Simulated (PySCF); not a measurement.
As₂ (charge −1, doublet)

```xyz
2

As    0.0000    0.0000   -1.0890
As    0.0000    0.0000    1.0890
```

Level of theory: PBE0/def2-TZVPPD, non-relativistic Hamiltonian with scalar-relativistic core potentials where named, at a bond length of 2.178 Å (PySCF 2.14.0).

### Predict the electron density, electron localisation function and spin density between the atoms.

As–As (2.18 Å): the density is about 0.82 e/Å³ at the midpoint; the ELF peaks at about 0.70 between the atoms.
The unpaired spin (1 electron) lies mostly on As1 (about 0.5) and As2 (about 0.5), in electrons by Hirshfeld's partition.

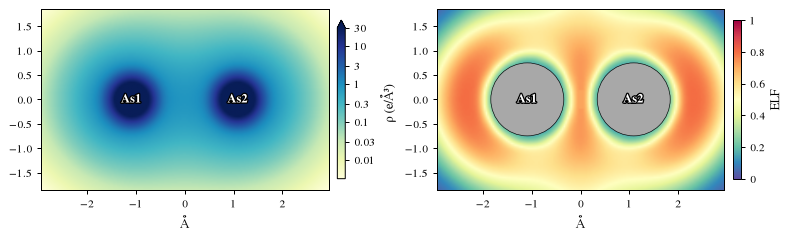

Computed electron density and electron localisation function on a plane that holds the molecular axis, in this order. Grey discs cover the atomic cores in the ELF map. 
